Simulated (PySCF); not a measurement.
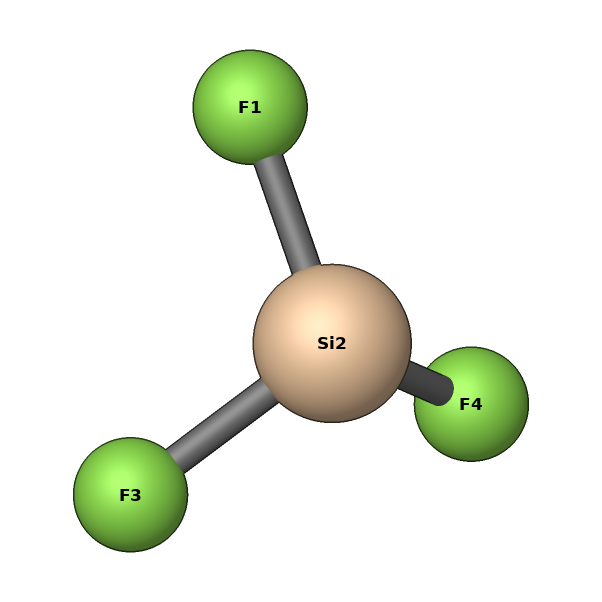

The questions are on Mulliken spin populations. State: neutral, doublet. The geometry was computed by an optimisation with PBE0-D3(BJ)/def2-SVP. No frequency run is at hand to confirm it as a minimum. Method: UKS CAM-B3LYP, IGLO-III on F Si, non-relativistic (PySCF 2.14.0).

List the Mulliken spin populations.

| atom | value (e) |
| --- | --- |
| F1 | 0.03 |
| Si2 | 0.92 |
| F3 | 0.03 |
| F4 | 0.03 |

Mulliken values depend strongly on the basis set.
